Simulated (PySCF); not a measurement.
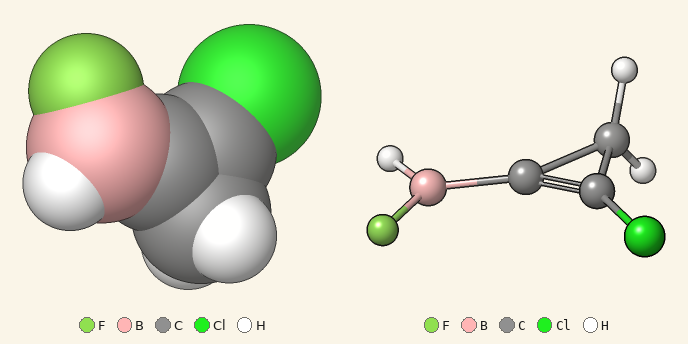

Both panels show the same species.

Computed geometry: PBE0-D3(BJ)/def2-SVP optimisation. No frequency run is at hand to confirm it as a minimum.

What does the picture show?

Formula C₃H₃BClF. Its SMILES string is `FBC1=C(Cl)C1`. Independent rings (smallest set): 1 of 3 members. Among its groups: alkene, C–Cl bond, B–H bond. Coordination, clear cases only: 1 B trigonal planar.

The parts below concern this one geometry. Atoms keep their numbers from picture to picture.

## Ring current

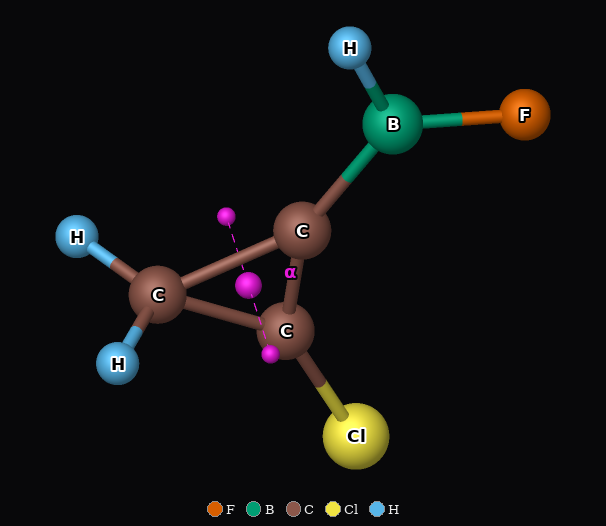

The small points mark where nucleus-independent chemical shifts (NICS) were computed: at the centre of each lettered ring and 1 Å above and below it. No frequency run is at hand to confirm it as a minimum. Method: GIAO LDA/pcSseg-2 NMR shielding, non-relativistic, gas phase (PySCF 2.14.0).

Give NICS(0), NICS(1) and the out-of-plane component NICS(1)zz for each ring (means of the two sides).

```json
{"ring": "α", "members": "C3", "NICS(0)": "−27.0", "NICS(1)": "−6.1", "NICS(1)zz": "−12.3"}
```

Values in ppm.

## Dipole moment

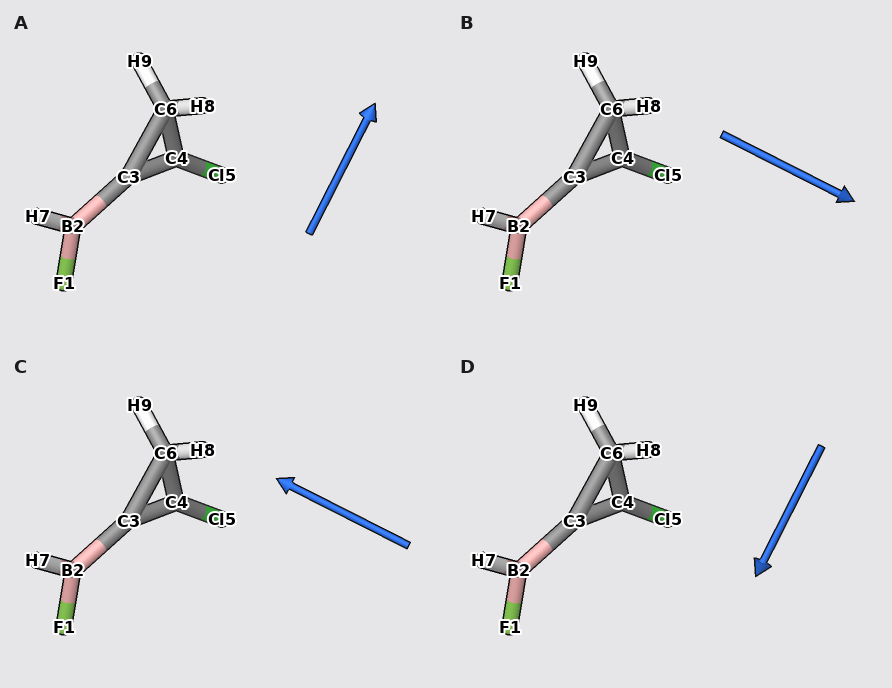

The same molecule four times, each with an arrow. No frequency run is at hand to confirm it as a minimum. Level of theory: KT2/pcSseg-2, gas phase (PySCF 2.14.0).

Which arrow points along the dipole moment, from the negative to the positive end?

A. The dipole moment is 1.54 D; it points from the side of F1 to the side of H8, H9 (the outermost atoms at the two ends).

## NMR shielding

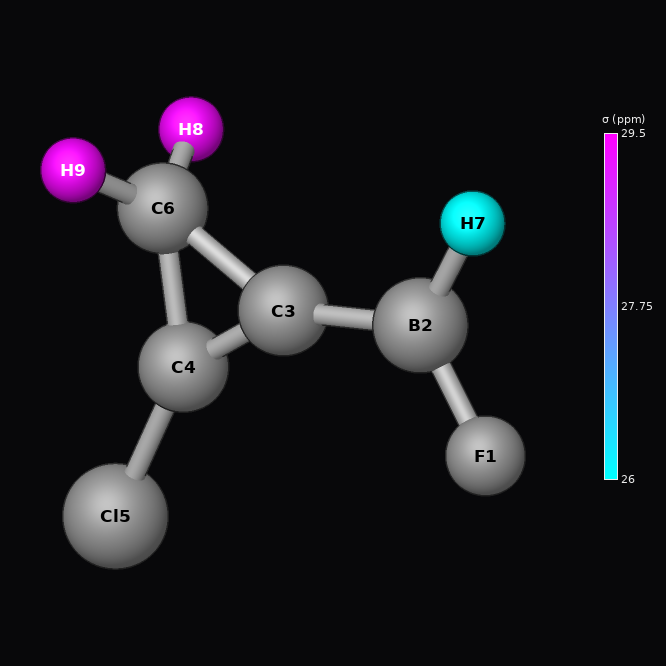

Atoms are coloured by their isotropic NMR shieldings (H only, the others grey). No frequency run is at hand to confirm it as a minimum. Properties computed with GIAO OPBE/pcSseg-2 NMR shielding, non-relativistic, gas phase (PySCF 2.14.0).

List the isotropic NMR shieldings of the H atoms.

```json
{"atom": "H7", "σ (ppm)": "26.00"}
{"atom": "H8", "σ (ppm)": "29.35"}
{"atom": "H9", "σ (ppm)": "29.38"}
```
